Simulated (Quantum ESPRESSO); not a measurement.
# LaCoPO: magnetism against volume

Wanted: the trend of the moments of LaCoPO with volume.

Main program and level: Quantum ESPRESSO 7.5; PBE; plane waves with GBRV 1.5 PBE potentials, no spin-orbit coupling.

## (1) Starting point

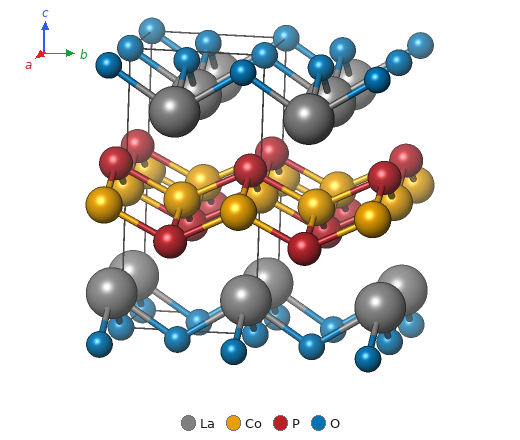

Start, viewed slightly off an axis; lanthanum grey, cobalt orange, phosphorus red, oxygen blue. 2×2×1 cells are drawn. Some periodic images of atoms are drawn too.

The cell comes from Materials Project 2023-11-01, a database of computed structures, and need not be the stable phase.

## (2) Volume 0.92, ferro ++

All lengths scale alike; the factor is that of the volume. Atoms keep their fractional places. Seeded atoms are those given a starting moment.

pw.in

```
&CONTROL
  calculation = 'scf'
  prefix = 'pwscf'
  outdir = './tmp'
  pseudo_dir = './pseudo'
  disk_io = 'nowf'
  tprnfor = .true.
  tstress = .true.
/
&SYSTEM
  ibrav = 0
  nat = 8
  ntyp = 4
  ecutwfc = 40
  ecutrho = 280
  nbnd = 53
  occupations = 'smearing'
  smearing = 'fd'
  degauss = 0.00367493
  nspin = 2
  starting_magnetization(1) = 0
  starting_magnetization(2) = 0.1176
  starting_magnetization(3) = 0
  starting_magnetization(4) = 0
/
&ELECTRONS
  conv_thr = 1.6d-08
  electron_maxstep = 150
  mixing_beta = 0.3
/
ATOMIC_SPECIES
La    138.9055 la_pbe_v1.uspp.F.UPF
Co     58.9332 co_pbe_v1.2.uspp.F.UPF
P      30.9738 p_pbe_v1.5.uspp.F.UPF
O      15.9990 o_pbe_v1.2.uspp.F.UPF
CELL_PARAMETERS bohr
   7.3356352243    0.0000000000    0.0000000000
   0.0000000000    7.3356352243    0.0000000000
   0.0000000000    0.0000000000   15.1903266269
ATOMIC_POSITIONS crystal
La      0.0000000000    0.5000000000    0.8468680000
La      0.5000000000    0.0000000000    0.1531320000
Co      0.5000000000    0.5000000000    0.5000000000
Co      0.0000000000    0.0000000000    0.5000000000
P       0.5000000000    0.0000000000    0.6183690000
P       0.0000000000    0.5000000000    0.3816310000
O       0.0000000000    0.0000000000    0.0000000000
O       0.5000000000    0.5000000000    0.0000000000
K_POINTS automatic
8 8 4 0 0 0
```

Started as:

```sh
$ OMP_NUM_THREADS=1 mpirun -n 4 pw.x -nk 4 -in pw.in > pw.out
```

The program printed:

```text
Program PWSCF v.7.5 starts

     Message from routine setup:
     using ibrav=0 with symmetry is DISCOURAGED, use correct ibrav instead

     K-points division:     npool     =       4
     Subspace diagonalization in iterative solution of the eigenvalue problem:

     bravais-lattice index     =            0
     lattice parameter (alat)  =       7.3356  a.u.
     unit-cell volume          =     817.4149 (a.u.)^3
     number of atoms/cell      =            8
     number of atomic types    =            4
     number of electrons       =        78.00
     number of Kohn-Sham states=           53
     kinetic-energy cutoff     =      40.0000  Ry
     charge density cutoff     =     280.0000  Ry
     scf convergence threshold =      1.6E-08
     mixing beta               =       0.3000
     number of iterations used =            8  plain     mixing
     Exchange-correlation= SLA  PW   PBE  PBE
                           (   1   4   3   4   0   0   0)

     celldm(1)=   7.335635  celldm(2)=   0.000000  celldm(3)=   0.000000
     celldm(4)=   0.000000  celldm(5)=   0.000000  celldm(6)=   0.000000

     crystal axes: (cart. coord. in units of alat)
               a(1) = (   1.000000   0.000000   0.000000 )
               a(2) = (   0.000000   1.000000   0.000000 )
               a(3) = (   0.000000   0.000000   2.070758 )

     reciprocal axes: (cart. coord. in units 2 pi/alat)
               b(1) = (  1.000000  0.000000  0.000000 )
               b(2) = (  0.000000  1.000000  0.000000 )
               b(3) = (  0.000000  0.000000  0.482915 )

     PseudoPot. # 1 for La read from file:
     la_pbe_v1.uspp.F.UPF
     Pseudo is Ultrasoft + core correction, Zval = 11.0

     PseudoPot. # 2 for Co read from file:
     co_pbe_v1.2.uspp.F.UPF
     Pseudo is Ultrasoft + core correction, Zval = 17.0

     PseudoPot. # 3 for P  read from file:
     p_pbe_v1.5.uspp.F.UPF
     Pseudo is Ultrasoft + core correction, Zval =  5.0

     PseudoPot. # 4 for O  read from file:
     o_pbe_v1.2.uspp.F.UPF
     Pseudo is Ultrasoft + core correction, Zval =  6.0

     atomic species   valence    mass     pseudopotential
     La               11.00   138.90550     La( 1.00)
     Co               17.00    58.93320     Co( 1.00)
     P                 5.00    30.97380     P ( 1.00)
     O                 6.00    15.99900     O ( 1.00)

     Starting magnetic structure
     atomic species   magnetization
     La              0.000
     Co              0.118
     P               0.000
     O               0.000

     16 Sym. Ops., with inversion, found ( 8 have fractional translation)

   Cartesian axes

     site n.     atom                  positions (alat units)
         1        La     tau(   1) = (   0.0000000   0.5000000   1.7536588  )
         2        La     tau(   2) = (   0.5000000   0.0000000   0.3170993  )
         3        Co     tau(   3) = (   0.5000000   0.5000000   1.0353791  )
         4        Co     tau(   4) = (   0.0000000   0.0000000   1.0353791  )
         5        P      tau(   5) = (   0.5000000   0.0000000   1.2804927  )
         6        P      tau(   6) = (   0.0000000   0.5000000   0.7902655  )
         7        O      tau(   7) = (   0.0000000   0.0000000   0.0000000  )
         8        O      tau(   8) = (   0.5000000   0.5000000   0.0000000  )

     number of k points=    45  Fermi-Dirac smearing, width (Ry)=  0.0037
                       cart. coord. in units 2pi/alat
        k(    1) = (   0.0000000   0.0000000   0.0000000), wk =   0.0039062
        k(    2) = (   0.0000000   0.0000000   0.1207287), wk =   0.0078125
        k(    3) = (   0.0000000   0.0000000  -0.2414575), wk =   0.0039062
        k(    4) = (   0.0000000   0.1250000   0.0000000), wk =   0.0156250
        k(    5) = (   0.0000000   0.1250000   0.1207287), wk =   0.0312500
        [... 40 further k-points ...]

     Dense  grid:    64737 G-vectors     FFT dimensions: (  40,  40,  81)

     Smooth grid:    27829 G-vectors     FFT dimensions: (  30,  30,  64)

     Check: negative core charge=   -0.000014
     Generating pointlists ...
     new r_m :   0.2442 (alat units)  1.7916 (a.u.) for type    1
     new r_m :   0.2297 (alat units)  1.6850 (a.u.) for type    2
     new r_m :   0.2297 (alat units)  1.6850 (a.u.) for type    3
     new r_m :   0.2442 (alat units)  1.7916 (a.u.) for type    4

     Initial potential from superposition of free atoms

     starting charge      75.9355, renormalised to      78.0000

     negative rho (up, down):  7.088E-02 7.089E-02
     Starting wfcs are   82 randomized atomic wfcs

     Self-consistent Calculation

     iteration #  1     ecut=    40.00 Ry     beta= 0.30
     Davidson diagonalization with overlap
     ethr =  1.00E-02,  avg # of iterations =  3.4

     negative rho (up, down):  6.588E-02 6.581E-02

     total energy              =    -897.38783416 Ry
     estimated scf accuracy    <       5.02121328 Ry

     total magnetization       =     2.50 Bohr mag/cell
     absolute magnetization    =     2.75 Bohr mag/cell

     iteration #  2     ecut=    40.00 Ry     beta= 0.30
     Davidson diagonalization with overlap
     ethr =  6.44E-03,  avg # of iterations =  2.6

     negative rho (up, down):  6.475E-02 6.469E-02

     total energy              =    -897.36965996 Ry
     estimated scf accuracy    <       8.93480063 Ry

     total magnetization       =     0.46 Bohr mag/cell
     absolute magnetization    =     0.70 Bohr mag/cell

     [... further iterations left out ...]

     iteration # 17     ecut=    40.00 Ry     beta= 0.30
     Davidson diagonalization with overlap
     ethr =  2.33E-11,  avg # of iterations =  6.1

     negative rho (up, down):  4.646E-02 4.654E-02

     total energy              =    -898.57185972 Ry
     estimated scf accuracy    <       0.00000006 Ry

     total magnetization       =     1.06 Bohr mag/cell
     absolute magnetization    =     1.14 Bohr mag/cell

     iteration # 18     ecut=    40.00 Ry     beta= 0.30
     Davidson diagonalization with overlap
     ethr =  2.33E-11,  avg # of iterations =  4.1

     negative rho (up, down):  4.646E-02 4.654E-02

     Magnetic moment per site  (integrated on atomic sphere of radius R)
     atom   1 (R=0.244)  charge=  5.9368  magn=  0.0012
     atom   2 (R=0.244)  charge=  5.9368  magn=  0.0012
     atom   3 (R=0.230)  charge= 14.9882  magn=  0.5173
     atom   4 (R=0.230)  charge= 14.9882  magn=  0.5173
     atom   5 (R=0.230)  charge=  2.4164  magn=  0.0012
     atom   6 (R=0.230)  charge=  2.4164  magn=  0.0012
     atom   7 (R=0.244)  charge=  6.2271  magn=  0.0006
     atom   8 (R=0.244)  charge=  6.2271  magn=  0.0006

     End of self-consistent calculation

     [... lines left out ...]
     the Fermi energy is    13.7441 ev

!    total energy              =    -898.57185974 Ry
     estimated scf accuracy    <          4.8E-10 Ry
     smearing contrib. (-TS)   =      -0.00215082 Ry
     internal energy E=F+TS    =    -898.56970892 Ry

     The total energy is F=E-TS. E is the sum of the following terms:
     one-electron contribution =    -570.50951250 Ry
     hartree contribution      =     331.71206199 Ry
     xc contribution           =    -191.40681886 Ry
     ewald contribution        =    -468.36543955 Ry

     total magnetization       =     1.06 Bohr mag/cell
     absolute magnetization    =     1.14 Bohr mag/cell

     convergence has been achieved in  18 iterations

     negative rho (up, down):  4.646E-02 4.654E-02

     Forces acting on atoms (cartesian axes, Ry/au):

     atom    1 type  1   force =     0.00000000    0.00000000   -0.03964658
     atom    2 type  1   force =     0.00000000    0.00000000    0.03964658
     atom    3 type  2   force =     0.00000000    0.00000000    0.00000000
     atom    4 type  2   force =     0.00000000    0.00000000    0.00000000
     atom    5 type  3   force =     0.00000000    0.00000000    0.06034504
     atom    6 type  3   force =     0.00000000    0.00000000   -0.06034504
     atom    7 type  4   force =     0.00000000    0.00000000    0.00000000
     atom    8 type  4   force =     0.00000000    0.00000000    0.00000000

     Total force =     0.102111     Total SCF correction =     0.000011

     Computing stress (Cartesian axis) and pressure

     negative rho (up, down):  4.646E-02 4.654E-02
          total   stress  (Ry/bohr**3)                   (kbar)     P=      143.82
   0.00098519   0.00000000   0.00000000          144.93        0.00        0.00
   0.00000000   0.00098519   0.00000000            0.00      144.93        0.00
   0.00000000   0.00000000   0.00096261            0.00        0.00      141.61

=------------------------------------------------------------------------------=
   JOB DONE.
=------------------------------------------------------------------------------=
```

Elapsed: 3.4 min, on 4 MPI ranks of Arm Neoverse V1, shared host; peak memory 1.3 GiB.

Spin moment in the atom's sphere by atom:

| atom | spin moment in the atom's sphere (μB) |
| --- | --- |
| La1 | 0.001 |
| La2 | 0.001 |
| Co3 | 0.517 |
| Co4 | 0.517 |
| P5 | 0.001 |
| P6 | 0.001 |
| O7 | 0.001 |
| O8 | 0.001 |

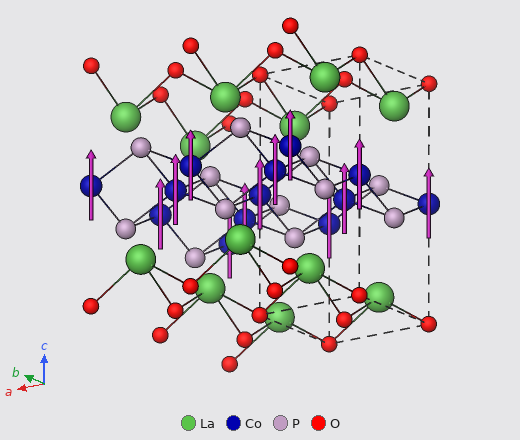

Spin moment in the atom's sphere as arrows, the longest 0.517 μB. Up and down stand for the sign. Arrows give size and sign along the axis of quantisation, drawn up and down the page. 2×2×1 cells are drawn. Some periodic images of atoms are drawn too.

This step gave:

```
smearing term TS       : 0.02926 eV
pressure               : 14.38 GPa
magnetization          : 1.064 μB
absolute magnetization : 1.136 μB
final state            : ferromagnetic
```

## (3) Volume 0.92, antiferro +-

pw.in, as its differences from that of step 2:

```diff
@@ -12,6 +12,6 @@
   nat = 8
-  ntyp = 4
+  ntyp = 5
   ecutwfc = 40
   ecutrho = 280
-  nbnd = 53
+  nbnd = 51
   occupations = 'smearing'
@@ -22,4 +22,5 @@
   starting_magnetization(2) = 0.1176
-  starting_magnetization(3) = 0
+  starting_magnetization(3) = -0.1176
   starting_magnetization(4) = 0
+  starting_magnetization(5) = 0
 /
@@ -32,3 +33,4 @@
 La    138.9055 la_pbe_v1.uspp.F.UPF
-Co     58.9332 co_pbe_v1.2.uspp.F.UPF
+Co1    58.9332 co_pbe_v1.2.uspp.F.UPF
+Co2    58.9332 co_pbe_v1.2.uspp.F.UPF
 P      30.9738 p_pbe_v1.5.uspp.F.UPF
@@ -42,4 +44,4 @@
 La      0.5000000000    0.0000000000    0.1531320000
-Co      0.5000000000    0.5000000000    0.5000000000
-Co      0.0000000000    0.0000000000    0.5000000000
+Co1     0.5000000000    0.5000000000    0.5000000000
+Co2     0.0000000000    0.0000000000    0.5000000000
 P       0.5000000000    0.0000000000    0.6183690000
```

The program printed:

```text
     [... lines left out ...]
Program PWSCF v.7.5 starts
     [... lines left out ...]
     number of atoms/cell      =            8
     [... lines left out ...]
     number of electrons       =        78.00
     number of Kohn-Sham states=           51
     kinetic-energy cutoff     =      40.0000  Ry
     charge density cutoff     =     280.0000  Ry
     scf convergence threshold =      1.6E-08
     [... lines left out ...]
      8 Sym. Ops. (no inversion) found
     [... lines left out ...]
     number of k points=    45  Fermi-Dirac smearing, width (Ry)=  0.0037
     [... lines left out ...]
     iteration # 26     ecut=    40.00 Ry     beta= 0.30
     [... lines left out ...]
     Magnetic moment per site  (integrated on atomic sphere of radius R)
     atom   1 (R=0.244)  charge=  5.9365  magn= -0.0000
     atom   2 (R=0.244)  charge=  5.9365  magn= -0.0000
     atom   3 (R=0.230)  charge= 14.9965  magn= -0.0007
     atom   4 (R=0.230)  charge= 14.9966  magn=  0.0002
     atom   5 (R=0.230)  charge=  2.4147  magn=  0.0000
     atom   6 (R=0.230)  charge=  2.4147  magn=  0.0000
     atom   7 (R=0.244)  charge=  6.2270  magn= -0.0000
     atom   8 (R=0.244)  charge=  6.2270  magn=  0.0000
     [... lines left out ...]
     the Fermi energy is    13.7014 ev
!    total energy              =    -898.57090176 Ry
     estimated scf accuracy    <          8.4E-09 Ry
     smearing contrib. (-TS)   =      -0.00276622 Ry
     [... lines left out ...]
     total magnetization       =    -0.00 Bohr mag/cell
     absolute magnetization    =     0.00 Bohr mag/cell
     convergence has been achieved in  26 iterations
     [... lines left out ...]
     Total force =     0.094883     Total SCF correction =     0.000041
     [... lines left out ...]
          total   stress  (Ry/bohr**3)                   (kbar)     P=      141.62
     [... lines left out ...]
```

It took 4.5 min on 4 MPI ranks; peak memory 1.3 GiB.

Spin moment in the atom's sphere by atom:

| atom | spin moment in the atom's sphere (μB) |
| --- | --- |
| La1 | 0.0000 |
| La2 | 0.0000 |
| Co3 | -0.0007 |
| Co4 | 0.0002 |
| P5 | 0.0000 |
| P6 | 0.0000 |
| O7 | 0.0000 |
| O8 | 0.0000 |

Numbers from this step:

```
smearing term TS       : 0.03764 eV
pressure               : 14.16 GPa
magnetization          : 0 μB
absolute magnetization : 0 μB
final state            : non-magnetic
```

## (4) Volume 0.92, no spin polarisation

pw.in, as its differences from that of step 3:

```diff
@@ -12,3 +12,3 @@
   nat = 8
-  ntyp = 5
+  ntyp = 4
   ecutwfc = 40
@@ -19,8 +19,2 @@
   degauss = 0.00367493
-  nspin = 2
-  starting_magnetization(1) = 0
-  starting_magnetization(2) = 0.1176
-  starting_magnetization(3) = -0.1176
-  starting_magnetization(4) = 0
-  starting_magnetization(5) = 0
 /
@@ -33,4 +27,3 @@
 La    138.9055 la_pbe_v1.uspp.F.UPF
-Co1    58.9332 co_pbe_v1.2.uspp.F.UPF
-Co2    58.9332 co_pbe_v1.2.uspp.F.UPF
+Co     58.9332 co_pbe_v1.2.uspp.F.UPF
 P      30.9738 p_pbe_v1.5.uspp.F.UPF
@@ -44,4 +37,4 @@
 La      0.5000000000    0.0000000000    0.1531320000
-Co1     0.5000000000    0.5000000000    0.5000000000
-Co2     0.0000000000    0.0000000000    0.5000000000
+Co      0.5000000000    0.5000000000    0.5000000000
+Co      0.0000000000    0.0000000000    0.5000000000
 P       0.5000000000    0.0000000000    0.6183690000
```

The program printed:

```text
     [... lines left out ...]
Program PWSCF v.7.5 starts
     [... lines left out ...]
     number of atoms/cell      =            8
     [... lines left out ...]
     number of electrons       =        78.00
     number of Kohn-Sham states=           51
     kinetic-energy cutoff     =      40.0000  Ry
     charge density cutoff     =     280.0000  Ry
     scf convergence threshold =      1.6E-08
     [... lines left out ...]
     16 Sym. Ops., with inversion, found ( 8 have fractional translation)
     [... lines left out ...]
     number of k points=    45  Fermi-Dirac smearing, width (Ry)=  0.0037
     [... lines left out ...]
     iteration # 16     ecut=    40.00 Ry     beta= 0.30
     [... lines left out ...]
     the Fermi energy is    13.7014 ev
!    total energy              =    -898.57091290 Ry
     estimated scf accuracy    <       0.00000001 Ry
     smearing contrib. (-TS)   =      -0.00276636 Ry
     [... lines left out ...]
     convergence has been achieved in  16 iterations
     [... lines left out ...]
     Total force =     0.094858     Total SCF correction =     0.000188
     [... lines left out ...]
          total   stress  (Ry/bohr**3)                   (kbar)     P=      141.30
     [... lines left out ...]
```

The job ended after 98 s (4 MPI ranks; peak memory 1.1 GiB; 6.5 min of CPU time).

Read from the output:

```yaml
smearing_term_ts: 0.03764 eV
pressure: 14.13 GPa
final_state: non-magnetic (no spin polarisation)
```

[end of part 1 of 2]

[Logs and program files are shortened in this print: banners, set-up blocks, solver, clock and traceback lines can be left out without a mark of their own.]

[Logs are printed without paths, hosts, clocks, repeated set-up lines and the standing remarks that a program may print on its own settings, such as how far it seeks lower states.]

[Hosts, paths, dates, database ids (printed as entryN), source tags and the programs' standing remarks are cut or masked in the printed files.]

[Where a cell is said to come from a database of computed structures, the database is the Materials Project.]
